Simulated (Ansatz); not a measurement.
# Run report: CS2, single-point calculation

- system: CS2
- method: RKS PBE-D4/def2-TZVPPD (Ansatz 0.2.0)

The input adds 3 ghost centres (basis functions without nuclei or electrons, not drawn) at the places of a partner molecule, so the energy is that in the basis of the pair. The geometry: rigid move from PBE0-D4/def2-TZVP.

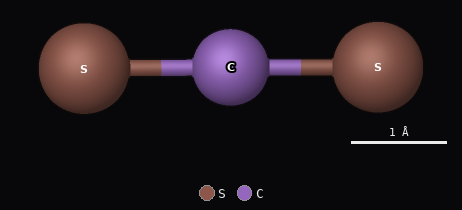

The structure (ball-and-stick view, seen on its broad side). Bond lengths as drawn: C–S 1.54 to 1.55 Å.

**Summary**

```tsv
quantity	value
outcome	converged
total energy	−22698.5843 eV
mean-field energy	−22698.5072 eV
dispersion energy	−0.0771 eV
SCF solution under orbital rotations	stable
hardware	4 threads of Arm Neoverse V1, 23 GiB of memory available, shared host
wall time	1.7 s (CPU time 6.2 s)
peak memory	0.45 GiB
```

**The input**
```yaml
crystal:
  periodic: [false, false, false]
  atoms:
    - {symbol: S, position_ang: [-0.461700, -1.487508, 1.235986]}
    - {symbol: C, position_ang: [0.109038, -0.051558, 1.392289]}
    - {symbol: S, position_ang: [0.675485, 1.376301, 1.536833]}
basis:
  gaussian:
    orbitals: "def2-TZVPPD.json"
    ghost_atoms:
      - {symbol: C, position_ang: [-0.145785, 0.044697, -1.760900]}
      - {symbol: N, position_ang: [0.262910, 1.114080, -1.807705]}
      - {symbol: H, position_ang: [-0.525929, -0.952606, -1.707175]}
hamiltonian: {xc: pbe, dispersion: d4}
```

Launched with:
```bash
ansatz run in.yaml --threads 4 --pin off --events-out ev --progress --plain --max-ram 9574MiB
```

**Output**
```
Functional definition: PBE
  name "PBE"
  cite "Perdew, Burke & Ernzerhof, Phys. Rev. Lett. 77, 3865 (1996) doi:10.1103/PhysRevLett.77.3865"
  parent pbe
  parameter kappa = 0.804
  parameter beta = 0.06672455060314922
  exchange = pbe_x(kappa = kappa, mu = beta*pi^2/3)
  correlation = pbe_c(beta = beta)
1195 factors; their error is unknown
mean field evaluation 1: about -22691.8896 eV, gradient 5.4e1 eV
mean field evaluation 2: about -22658.4516 eV, gradient 1.1e2 eV
mean field evaluation 4: about -22698.4652 eV, gradient 5.2e0 eV
mean field evaluation 8: about -22698.5253 eV, gradient 1.5e-1 eV
mean field evaluation 16: about -22698.5072 eV, gradient 4.9e-5 eV
mean field -22698.50715297 eV, -834.1547522708 hartree, gradient 4.9e-5 eV, S^2 0.000000; 0 other end points of the search recorded, 0 dependent functions left out
reference -22698.50721736 eV, -834.1547546371 hartree; 19, 19 occupied and 211, 211 virtual orbitals, 1195 factors
Total energy: -22698.58430423 eV, -834.1575875274 hartree
```
